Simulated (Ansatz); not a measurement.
The figure comes from a scan of ZnO (wurtzite): a phonon pattern at M = (0.5, 0.0, 0.0) is frozen into a 8-atom cell, Q being the largest atomic displacement. The numbers are results of PBE (plane waves to 420 eV, PAW, scalar-relativistic; Ansatz, a first-principles code), not measurements. k mesh 6×12×6 (Γ-centred), Fermi-Dirac smearing 0.05 eV. The energy includes the smearing's −TS. ZnO was relaxed with its symmetry unable to fall. The zero of ΔE is the undisplaced structure.

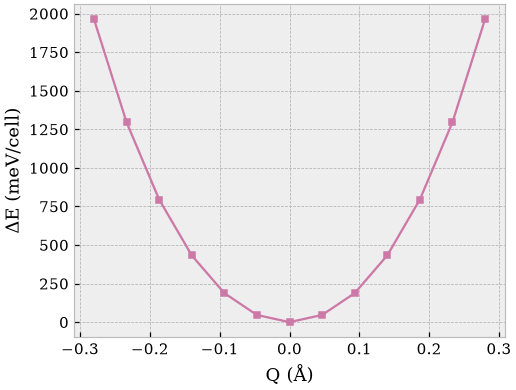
ΔE (meV/cell) against Q (Å); one marker a computed point.

Problem. Turn the plot into a table (rounded to what can be read).

Solution. To the nearest 50:

| Q (Å) | ΔE (meV/cell) |
|---|---|
| -0.280 | 1950 |
| -0.233 | 1300 |
| -0.187 | 800 |
| -0.140 | 450 |
| -0.093 | 200 |
| -0.047 | 50 |
| 0.000 | 0 |
| 0.047 | 50 |
| 0.093 | 200 |
| 0.140 | 450 |
| 0.187 | 800 |
| 0.233 | 1300 |
| 0.280 | 1950 |

(A displaced cell: forces are minus the slopes of the energy, force constants its curvatures, and phonons follow from these.)
